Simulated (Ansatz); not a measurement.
A series of calculations on AlH₅O

### Relaxation

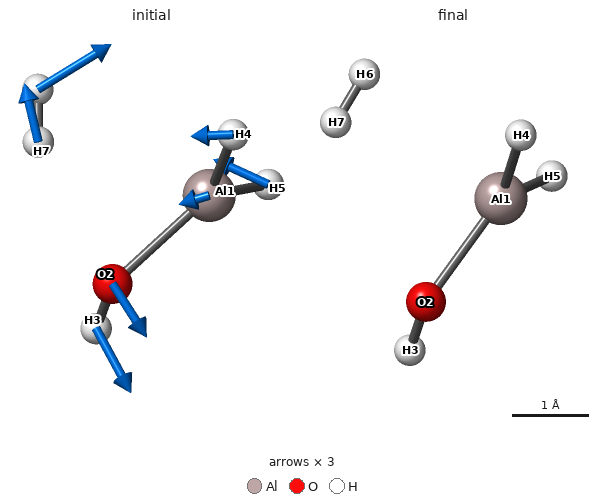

The structure of AlH₅O before (left) and after (right) a relaxation, at one scale. The blue arrows give the displacements, 3 times their true length.

A ball-and-stick model, seen at a tilt.

The run prepares an end point of a later path (reaction) calculation, from a guessed geometry.

All numbers below come from RKS B3LYP-D4/def2-SVP (Ansatz 0.2.0). (no spin polarisation; force threshold 0.03 eV/Å; at most 50 steps)

Q: Describe what moved and what it gained.

A: H6 moves most after the best rigid fit: 0.39 Å. By element the largest moves are H 0.39 Å, O 0.29 Å, Al 0.14 Å. Among the contacts that change: H6–H7 0.720 → 0.762 Å, Al1–O2 1.752 → 1.712 Å. Bond angles that change, for instance: Al1–O2–H3 121.4° → 125.8°. Over 10 accepted moves (12 points after the start) the energy falls by 10.3 kJ/mol. Largest force component: 1.4 eV/Å at the start, 0.0047 eV/Å at the end. The line search rejected the trial steps at points 8, 10 of the run. The forces were under the threshold at step 7, but the run went on from there.

Limits of the set-up: the start holds two separate molecules, 2.2 Å apart at their closest, whose relative position is a soft coordinate.

### Relaxation

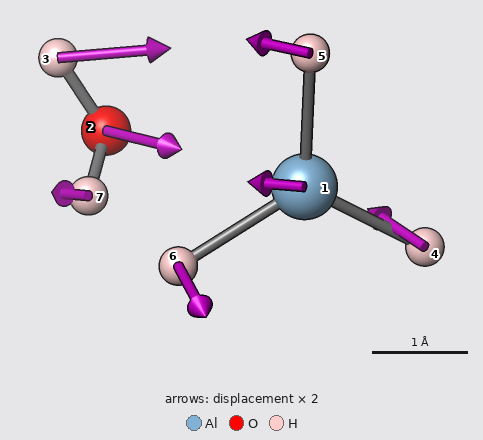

This is a relaxation of AlH$_{5}$O. The starting structure is drawn; purple arrows show the displacements, magnified 2 times. The two geometries are superimposed by the best rigid fit.

The picture is a ball-and-stick view, seen from a free direction.

The run prepares an end point of a later path (reaction) calculation, from a guessed geometry.

The calculation used Ansatz, RKS B3LYP-D4/def2-SVP. Settings: no spin polarisation; force threshold 0.03 eV/Å; at most 50 steps.

Q: Describe the change and its energy.

A: H3 moves most after the best rigid fit: 0.62 Å. Largest moves by element: H 0.62 Å, O 0.58 Å, Al 0.35 Å. Some distances before and after: Al1–O2 2.962 → 2.043 Å, Al1–H6 1.572 → 1.602 Å, O2–H7 0.990 → 0.970 Å, Al1–H5 1.583 → 1.602 Å. New bonds form, among them: Al1–O2 (2.96 → 2.04 Å). Bond angles that change, for instance: H4–Al1–H5 122.0° → 118.2°, H3–O2–H7 103.6° → 107.2°. After 7 geometry steps the energy has fallen by 0.720 eV. The largest force component goes from 0.79 to 0.007 eV/Å.

### Path

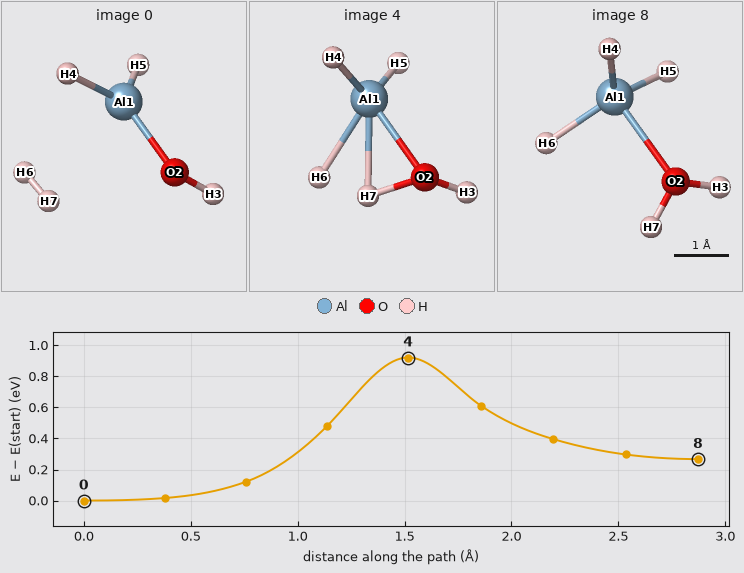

A search for the minimum-energy path of AlH$_{5}$O, made up at the start of AlH$_{3}$O and H$_{2}$ by the nudged elastic band. Images are numbered from 0 (start) to 8 (end). Style: ball-and-stick. Shown at a tilt.

These are results of RKS B3LYP-D4/def2-SVP (Ansatz), not measurements. Settings: 7 movable images; climbing image; force threshold 0.05 eV/Å; iteration limit 60; starting path through a guess of the saddle point.

Read off the barrier and say what moves.

Answer. The highest point, image 4, lies 0.92 eV above the start and 0.65 eV above the end; the end is at +0.27 eV relative to the start. Breaking: H6–H7 (0.76 → 1.06 at the top → 2.70 Å). Forming: Al1–H6 (2.54 → 1.79 at the top → 1.60 Å), O2–H7 (2.76 → 1.25 at the top → 0.97 Å). The band converged in 9 iterations. The largest component of the band force went from 2.8 to 0.022 eV/Å. The climbing image converged on the top of the path. Its vibrational analysis gives one imaginary mode (1254i cm⁻¹), as a transition state must have.

Limits of the set-up: the start holds two separate molecules, 2.5 Å apart at their closest, whose relative position is a soft coordinate.
